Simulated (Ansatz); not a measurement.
## Geometry relaxation of C2H7AlBFO (part 2 of 2)

The same run, continued: C2H7AlBFO; RKS PBE-D4/def2-SVP (Ansatz 0.2.0). The geometry: force-field start.

Geometry of the input (Å):
```
B  -1.3351  -1.7848  1.7985
C  -0.2969  -0.9531  0.9462
F  -0.0242  -1.6922  -0.1964
O  -0.7511  0.3104  0.5812
Al 0.4921  1.3710  -0.1798
C  0.8311  1.3264  -2.1232
H  -2.4072  -1.9870  1.3106
H  -1.1110  -2.0641  2.8867
H  0.6150  -0.8273  1.6308
H  1.3641  2.3386  0.7933
H  1.6424  2.0111  -2.3576
H  -0.0702  1.6108  -2.6503
H  1.0713  0.3054  -2.4253
```

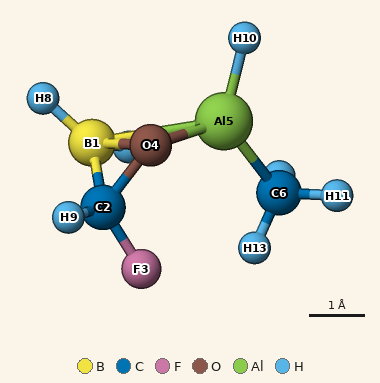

*The geometry at step 18 of the log (ball-and-stick view, seen at a tilt; atoms are numbered from 1 in the order of the input).*

### Trajectory as extended XYZ, continued
```
13
Properties=species:S:1:pos:R:3:forces:R:3 step=6 energy=-14204.92694
B    -1.4582   -1.6408    1.6339    0.1203   0.1547   0.0018
C    -0.0187   -1.1103    1.1566   -0.0963  -0.3416  -0.1371
F     0.3856   -1.8893    0.0219   -0.0751   0.2159   0.2658
O    -0.2056    0.2052    0.7900    0.1497  -0.0352   0.0925
Al    0.6502    1.4127   -0.1523   -0.0490   0.0153   0.1126
C     0.6341    1.3349   -2.1019    0.0285  -0.0263  -0.1072
H    -2.3006   -1.7742    0.7570    0.1284  -0.0051   0.1887
H    -1.7222   -1.8483    2.8207    0.0725   0.0980  -0.3762
H     0.8333   -1.2131    1.8812   -0.1549   0.0149  -0.0962
H     1.3426    2.5622    0.7338   -0.0966  -0.0849  -0.0846
H     1.3788    2.0269   -2.5524   -0.0603  -0.0321   0.0367
H    -0.3632    1.5957   -2.5243    0.0667  -0.0154   0.0740
H     0.8642    0.3035   -2.4494   -0.0340   0.0419   0.0292
13
Properties=species:S:1:pos:R:3:forces:R:3 step=8 energy=-14204.99741
B    -1.4547   -1.5494    1.5027    0.4514   0.3559   0.0822
C     0.0996   -1.2066    1.1704   -0.3975  -0.1862   0.0713
F     0.5280   -1.8871    0.0039   -0.0338   0.1352   0.1903
O     0.0417    0.1623    0.9372    0.1494  -0.0667   0.1305
Al    0.6787    1.4323   -0.1004   -0.0934  -0.1981   0.1142
C     0.5646    1.2704   -2.0498   -0.0430   0.1028  -0.0337
H    -2.2288   -1.6261    0.5574    0.1774  -0.0223   0.1603
H    -1.8710   -1.6113    2.6675    0.2055   0.0411  -0.4597
H     0.8747   -1.4429    1.9616   -0.3324   0.1111  -0.3356
H     1.2363    2.7054    0.7144   -0.1278  -0.1662  -0.0894
H     1.2646    1.9579   -2.5788   -0.1140  -0.0993   0.0860
H    -0.4710    1.5296   -2.3822    0.1694  -0.0310   0.0419
H     0.7576    0.2307   -2.3892   -0.0110   0.0236   0.0417
13
Properties=species:S:1:pos:R:3:forces:R:3 step=9 energy=-14205.05264
B    -1.4386   -1.4072    1.4192    1.1251  -0.4296  -0.2517
C     0.1628   -1.2433    1.1503   -0.8442  -0.0134   0.3122
F     0.5835   -1.8380   -0.0532    0.0004   0.1581   0.1756
O     0.1737    0.1528    1.0509    0.1107  -0.2084   0.0603
Al    0.6865    1.4119   -0.0565   -0.1680   0.0888   0.0248
C     0.5230    1.2091   -1.9972    0.0166   0.0200   0.0049
H    -2.1557   -1.5463    0.4452    0.0310   0.2597   0.0416
H    -1.8829   -1.4561    2.5496    0.0251   0.2531  -0.0213
H     0.8905   -1.5785    1.9480   -0.2913   0.1145  -0.3638
H     1.0978    2.7513    0.7326   -0.0393  -0.1620  -0.0925
H     1.2124    1.8731   -2.5663   -0.0692  -0.1083   0.0780
H    -0.5154    1.4816   -2.3014    0.0928  -0.0197   0.0387
H     0.6826    0.1547   -2.3064    0.0102   0.0472  -0.0069
13
Properties=species:S:1:pos:R:3:forces:R:3 step=11 energy=-14205.13747
B    -1.3744   -1.3905    1.3349    0.4228   0.7638  -0.0953
C     0.2100   -1.2793    1.1053   -0.3076   0.1618  -0.0251
F     0.6439   -1.6929   -0.1621    0.0319  -0.2179   0.0809
O     0.2168    0.1258    1.1521   -0.1510  -0.3398   0.2883
Al    0.5951    1.3990    0.0088   -0.0171   0.0606  -0.0922
C     0.4802    1.1156   -1.9184   -0.0073  -0.0117  -0.0192
H    -2.1014   -1.3114    0.3530    0.1656  -0.1522   0.1252
H    -1.8426   -1.2631    2.4564    0.1186  -0.2366  -0.1260
H     0.9442   -1.6802    1.8501   -0.1945  -0.0057  -0.1442
H     0.9582    2.7590    0.7627   -0.0468  -0.0502  -0.0154
H     1.1896    1.7470   -2.4939   -0.0103  -0.0258   0.0277
H    -0.5432    1.3889   -2.2610    0.0209  -0.0289  -0.0183
H     0.6440    0.0473   -2.1731   -0.0251   0.0825   0.0137
13
Properties=species:S:1:pos:R:3:forces:R:3 step=13 energy=-14205.25312
B    -1.2981   -1.2119    1.2748    0.1221   0.2659   0.0869
C     0.2499   -1.3429    1.0948    0.0625  -0.1098  -0.1021
F     0.7235   -1.7302   -0.1606    0.0020   0.0050   0.0712
O     0.2788    0.0671    1.2249   -0.0583  -0.2309  -0.0005
Al    0.5125    1.3510    0.0293   -0.0558   0.0698   0.0278
C     0.4337    1.0744   -1.8991    0.0078  -0.0375   0.0284
H    -1.9680   -1.0362    0.2780   -0.0185   0.0170  -0.0283
H    -1.7663   -1.1713    2.3952   -0.0291  -0.0408  -0.0655
H     0.9093   -1.8153    1.8539    0.0053   0.0440   0.0036
H     0.7493    2.7198    0.8050   -0.0132   0.0219  -0.0287
H     1.1670    1.7015   -2.4470   -0.0025   0.0170   0.0184
H    -0.5742    1.3473   -2.2778   -0.0367   0.0339  -0.0100
H     0.6029    0.0120   -2.1567    0.0144  -0.0555  -0.0012
13
Properties=species:S:1:pos:R:3:forces:R:3 step=15 energy=-14205.35557
B    -1.1851   -1.0014    1.2160    0.2353   0.1000   0.0637
C     0.3037   -1.4535    1.0628   -0.1223  -0.0769  -0.1232
F     0.8264   -1.7882   -0.1719   -0.0263   0.0069   0.0698
O     0.3350   -0.0353    1.2739    0.0867   0.1183  -0.0143
Al    0.3844    1.2948    0.0680   -0.0911  -0.0746   0.0657
C     0.3734    1.0128   -1.8597    0.0148   0.0222  -0.0053
H    -1.7875   -0.6939    0.2008    0.0160  -0.0150  -0.0407
H    -1.7139   -1.0146    2.3094   -0.0270   0.0269  -0.0609
H     0.8993   -1.9581    1.8490   -0.0199  -0.0219  -0.0055
H     0.4993    2.6872    0.8320   -0.0454  -0.0446   0.0039
H     1.1380    1.6518   -2.3527   -0.0220  -0.0269   0.0111
H    -0.6106    1.3091   -2.2849    0.0119  -0.0112   0.0162
H     0.5579   -0.0454   -2.1279   -0.0107  -0.0032   0.0196
13
Properties=species:S:1:pos:R:3:forces:R:3 step=16 energy=-14205.41734
B    -1.0997   -0.8663    1.1935    0.1559  -0.1995  -0.1265
C     0.3259   -1.5071    1.0437   -0.2435   0.1717   0.0192
F     0.8609   -1.8311   -0.1763   -0.0174  -0.0103  -0.0113
O     0.4033   -0.0795    1.2981    0.2358   0.0629   0.0012
Al    0.3014    1.2612    0.0883   -0.1214  -0.1281   0.0285
C     0.3439    0.9865   -1.8395    0.0416   0.0560  -0.0053
H    -1.6704   -0.5481    0.1449    0.1551   0.0867   0.1033
H    -1.6853   -0.8939    2.2555   -0.0364   0.0769  -0.0215
H     0.8737   -2.0468    1.8415   -0.0534   0.0033  -0.0297
H     0.3411    2.6476    0.8692   -0.0770  -0.0529   0.0058
H     1.1210    1.6254   -2.3136   -0.0245  -0.0357   0.0237
H    -0.6291    1.2879   -2.2840   -0.0034  -0.0142  -0.0012
H     0.5336   -0.0706   -2.1066   -0.0114  -0.0167   0.0137
13
Properties=species:S:1:pos:R:3:forces:R:3 step=18 energy=-14205.60412
B    -0.9718   -0.7172    1.1827    0.2502  -0.2393   0.1952
C     0.3490   -1.5425    1.0150   -0.1602   0.3007   0.0328
F     0.8530   -1.8893   -0.2046    0.0253  -0.0534  -0.0605
O     0.5788   -0.1377    1.3255    0.1148  -0.1669   0.0972
Al    0.1595    1.1704    0.1104   -0.2550  -0.0299  -0.0759
C     0.3154    0.9462   -1.8194    0.0912   0.0583  -0.0238
H    -1.4337   -0.2484    0.1264    0.0420   0.1439  -0.0353
H    -1.6418   -0.7160    2.1929   -0.0061   0.0983  -0.0480
H     0.8053   -2.1672    1.8083   -0.0676   0.0000  -0.0607
H     0.0083    2.5346    0.9202   -0.0548  -0.0759  -0.0101
H     1.1161    1.5873   -2.2460   -0.0019  -0.0308  -0.0114
H    -0.6355    1.2534   -2.3069    0.0181  -0.0080   0.0132
H     0.5178   -0.1083   -2.0900    0.0040   0.0029  -0.0126
13
Properties=species:S:1:pos:R:3:forces:R:3 step=20 energy=-14205.66185
B    -0.9062   -0.6678    1.2675    0.1452  -0.0542  -0.0981
C     0.3477   -1.5541    0.9940   -0.1441  -0.0100   0.0612
F     0.7614   -1.9100   -0.2599   -0.0357   0.0255   0.0343
O     0.6530   -0.1747    1.3205    0.0192   0.1556  -0.0974
Al    0.0760    1.1220    0.0851   -0.1750   0.0454   0.1439
C     0.3532    0.9407   -1.8430    0.0306   0.0207   0.0273
H    -1.3885   -0.1328    0.2245   -0.0523  -0.0625   0.0497
H    -1.5698   -0.6067    2.2771    0.0162   0.0058  -0.0020
H     0.7932   -2.2323    1.7482    0.0138   0.0426  -0.0547
H    -0.2779    2.4480    0.9226    0.1119  -0.1804  -0.1255
H     1.1811    1.5818   -2.2118    0.0071  -0.0124  -0.0058
H    -0.5668    1.2596   -2.3818    0.0374   0.0158   0.0465
H     0.5639   -0.1087   -2.1282    0.0255   0.0082   0.0207
13
Properties=species:S:1:pos:R:3:forces:R:3 step=21 energy=-14205.67148
B    -0.9195   -0.6786    1.2824    0.0400  -0.0440  -0.0270
C     0.3402   -1.5417    0.9870    0.0251  -0.0676   0.0323
F     0.7175   -1.9017   -0.2781   -0.0363   0.0078   0.0596
O     0.6372   -0.1532    1.2883    0.0163  -0.1240   0.0924
Al    0.0392    1.1137    0.0796   -0.0587   0.1399  -0.1483
C     0.3660    0.9406   -1.8383   -0.0524  -0.0048   0.0077
H    -1.4514   -0.1809    0.2475    0.0737   0.0459   0.0231
H    -1.5519   -0.6161    2.3115    0.0233   0.0095   0.0055
H     0.8324   -2.2005    1.7296   -0.0352   0.0288  -0.0519
H    -0.2421    2.4435    0.9031   -0.0356   0.0011  -0.0055
H     1.2041    1.5834   -2.1810   -0.0042  -0.0014   0.0244
H    -0.5393    1.2641   -2.3979    0.0441  -0.0040  -0.0081
H     0.5879   -0.1076   -2.1190   -0.0001   0.0127  -0.0041
13
Properties=species:S:1:pos:R:3:forces:R:3 step=23 energy=-14205.67863
B    -0.9010   -0.6733    1.3036    0.0302  -0.0025   0.0083
C     0.3399   -1.5520    0.9887   -0.0043   0.0161  -0.0528
F     0.6831   -1.9234   -0.2820   -0.0161   0.0064   0.0425
O     0.6518   -0.1618    1.2749   -0.0180  -0.0070   0.0017
Al    0.0063    1.1078    0.0654    0.0056  -0.0029  -0.0243
C     0.3694    0.9439   -1.8460   -0.0228  -0.0469   0.0620
H    -1.4431   -0.1733    0.2729   -0.0089  -0.0021   0.0024
H    -1.5156   -0.5910    2.3419    0.0006  -0.0005  -0.0032
H     0.8399   -2.2088    1.7234    0.0151  -0.0195   0.0097
H    -0.3213    2.4283    0.8875   -0.0020  -0.0006  -0.0052
H     1.2351    1.5691   -2.1432    0.0586   0.0343  -0.0137
H    -0.5011    1.3028   -2.4322   -0.0405   0.0259  -0.0409
H     0.5769   -0.1031   -2.1403    0.0024  -0.0005   0.0135
13
Properties=species:S:1:pos:R:3:forces:R:3 step=25 energy=-14205.68001
B    -0.8929   -0.6756    1.3167   -0.0160  -0.0218  -0.0066
C     0.3482   -1.5477    0.9871   -0.0075  -0.0156   0.0625
F     0.6767   -1.9227   -0.2826    0.0091  -0.0083  -0.0795
O     0.6484   -0.1527    1.2634    0.0230   0.0212   0.0134
Al   -0.0220    1.1055    0.0541    0.0058   0.0070   0.0265
C     0.3672    0.9444   -1.8501    0.0156   0.0057   0.0006
H    -1.4572   -0.1873    0.2912    0.0005   0.0055  -0.0120
H    -1.4991   -0.5977    2.3600    0.0037   0.0089   0.0082
H     0.8661   -2.1968    1.7176   -0.0054   0.0083   0.0076
H    -0.3633    2.4219    0.8781   -0.0040  -0.0017  -0.0141
H     1.2874    1.5105   -2.1114   -0.0094  -0.0039   0.0108
H    -0.4564    1.3739   -2.4583   -0.0017  -0.0045  -0.0148
H     0.5172   -0.1106   -2.1510   -0.0135  -0.0007  -0.0024
13
Properties=species:S:1:pos:R:3:forces:R:3 step=26 energy=-14205.68046
B    -0.8914   -0.6779    1.3168   -0.0207  -0.0071  -0.0048
C     0.3519   -1.5459    0.9852   -0.0067  -0.0033   0.0360
F     0.6794   -1.9176   -0.2867    0.0056  -0.0046  -0.0408
O     0.6483   -0.1499    1.2635    0.0212   0.0148   0.0051
Al   -0.0270    1.1071    0.0558   -0.0014  -0.0023   0.0043
C     0.3649    0.9426   -1.8476    0.0129   0.0008  -0.0155
H    -1.4578   -0.1902    0.2914    0.0028   0.0015  -0.0011
H    -1.4957   -0.5990    2.3613    0.0016  -0.0004   0.0030
H     0.8727   -2.1938    1.7144   -0.0001  -0.0001   0.0052
H    -0.3746    2.4250    0.8728   -0.0026   0.0022   0.0000
H     1.3000    1.4883   -2.0997   -0.0126  -0.0108   0.0044
H    -0.4438    1.3919   -2.4623    0.0074  -0.0063   0.0022
H     0.4934   -0.1153   -2.1500   -0.0075   0.0155   0.0018
13
Properties=species:S:1:pos:R:3:forces:R:3 step=28 energy=-14205.68082
B    -0.8894   -0.6818    1.3177   -0.0059  -0.0026  -0.0054
C     0.3603   -1.5407    0.9854   -0.0045   0.0084   0.0123
F     0.6894   -1.9086   -0.2882    0.0017  -0.0002  -0.0072
O     0.6479   -0.1425    1.2646    0.0039   0.0003  -0.0020
Al   -0.0362    1.1081    0.0548   -0.0043  -0.0027   0.0016
C     0.3614    0.9407   -1.8475    0.0092   0.0049  -0.0278
H    -1.4588   -0.1968    0.2926    0.0023  -0.0019   0.0031
H    -1.4935   -0.6075    2.3627    0.0010  -0.0006   0.0002
H     0.8859   -2.1855    1.7139    0.0019  -0.0024   0.0000
H    -0.3968    2.4248    0.8686    0.0017   0.0007  -0.0004
H     1.3279    1.4372   -2.0849   -0.0251  -0.0161   0.0045
H    -0.4157    1.4377   -2.4670    0.0197  -0.0118   0.0161
H     0.4379   -0.1201   -2.1580   -0.0016   0.0240   0.0053
```

### Summary

- outcome: converged
- total energy: −14205.6809 eV
- mean-field energy: −14205.4189 eV
- dispersion energy: −0.2619 eV
- SCF solution under orbital rotations: stable
- largest force (length of the vector) at the end: 0.030 eV/Å
- dipole moment: 0.69 D
- hardware: 4 threads of Arm Neoverse V1, 23 GiB of memory available, shared host
- wall time: 50 s (CPU time 3.1 min)
- peak memory: 0.19 GiB
